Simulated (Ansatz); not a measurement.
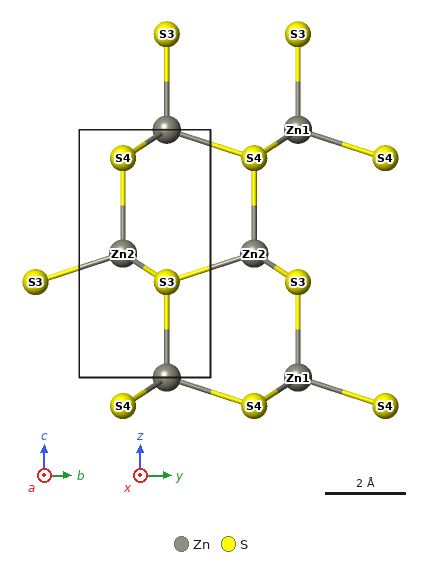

Solid ZnS (P6_3mc): the ratio of the cell's length along z to its lengths across, counted as 1 for the reference, is changed at fixed volume (a c/a path), with the atoms kept at their fractional coordinates. x, y and z are the Cartesian axes of the input. The picture shows the reference cell. A ball-and-stick model of the cell of the calculation, repeated 1 × 2 × 1 with one cell outlined, seen along the a axis.

Theory: DFT r2SCAN, scalar-relativistic, plane waves, PAW (Ansatz). Set-up: plane-wave cutoff 500 eV; k-point mesh 12 × 12 × 4; occupations gaussian; smearing width 0.05 eV; no spin polarisation. Energies (free energies at the smearing named) are counted from the cell as listed in its source, which wasn't relaxed.

Input file:
```yaml
crystal:
  lattice:
    - [3.8109987816, 0.0, 0.0]
    - [-1.9054993908, 3.3004217586, 0.0]
    - [0.0, 0.0, 6.234]
  atoms:
    - { symbol: Zn, position: [0.3333333333, 0.6666666667, 0.0] }
    - { symbol: Zn, position: [0.6666666667, 0.3333333333, 0.5] }
    - { symbol: S, position: [0.3333333333, 0.6666666667, 0.385] }
    - { symbol: S, position: [0.6666666667, 0.3333333333, 0.885] }
basis:
  ecutwfc: 500
kpoints:
  mp_grid: { grid: [12, 12, 4] }
hamiltonian:
  xc: r2scan
scf:
  occupations: { method: gaussian, width: 0.05 }
output:
  forces: true
  stress: true
  eigenvalues: true
```

Run as
```bash
ansatz run input.yaml --threads 1 --pin off --max-ram 2560MiB --backend cpu --events-out ev --progress --plain --runs-dir out
```

**Predict the energy profile (the relative ratio: 0.80, 0.85, 0.92, 0.96, 1.00, 1.05, 1.10, 1.20, 1.30).**

```csv
axial ratio over its reference value,energy change (meV/atom)
0.80,288
0.85,137
0.92,27
0.96,3
1.00,0
1.05,20
1.10,60
1.20,183
1.30,344
```

Of the computed points the lowest is at the relative ratio 1.00, 0 meV/atom. The distortion keeps the space group P6_3mc. At the relative ratio 1.30 the cell of the drawing goes a 3.811 → 3.492 Å, b 3.811 → 3.492 Å, c 6.234 → 7.426 Å.

The computed profile:

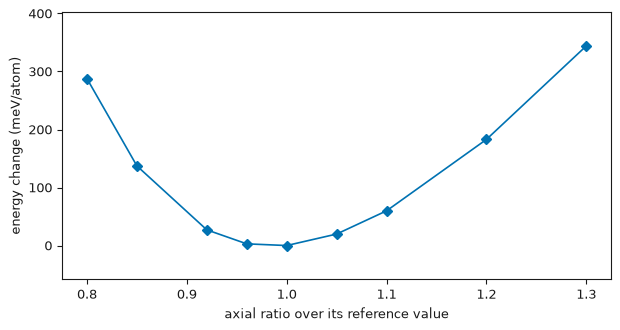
